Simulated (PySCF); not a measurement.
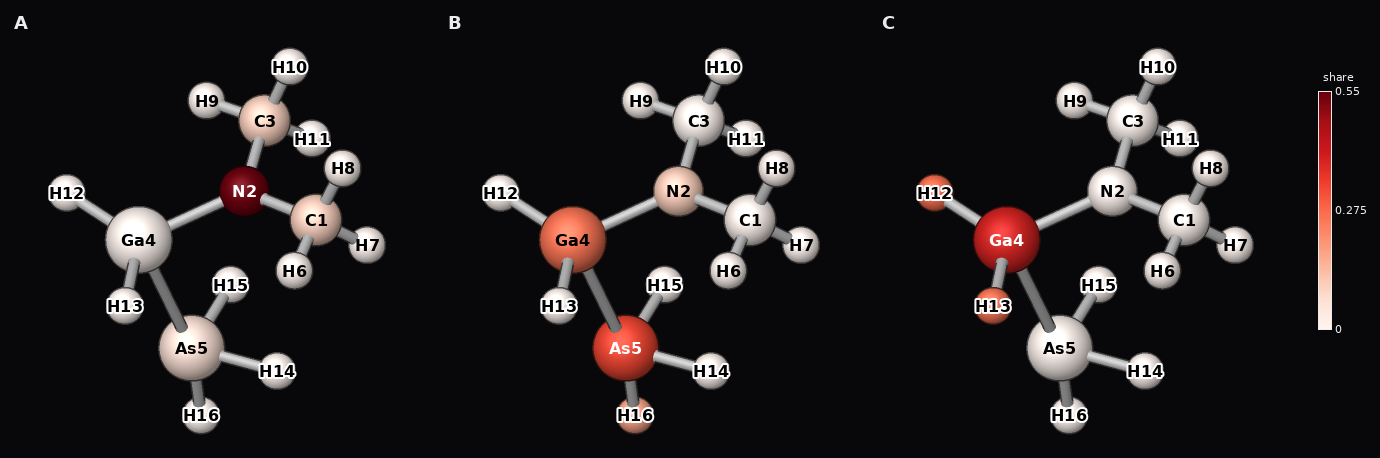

Each panel colours the atoms by their Löwdin share in one orbital (up to four of the largest shares; other atoms are shown as zero). The geometry was computed by an optimisation with GFN2-xTB. No frequency run is at hand to confirm it as a minimum. Level of theory: PBE0/def2-SVPD (PySCF 2.14.0).

**The panels show the HOMO−1, HOMO, LUMO, in some order. Which is which?**

A: HOMO, −6.01 eV; N2 0.54, C1 0.09, C3 0.09, As5 0.05
B: LUMO, −0.72 eV; As5 0.33, Ga4 0.25, H16 0.17, N2 0.10
C: HOMO−1, −8.15 eV; Ga4 0.39, H12 0.27, H13 0.25

The geometry is semi-empirical. Around As, Ga such bond lengths and angles can be off by a tenth of an ångström or more and by several degrees, and values that hang on the shape move with them.
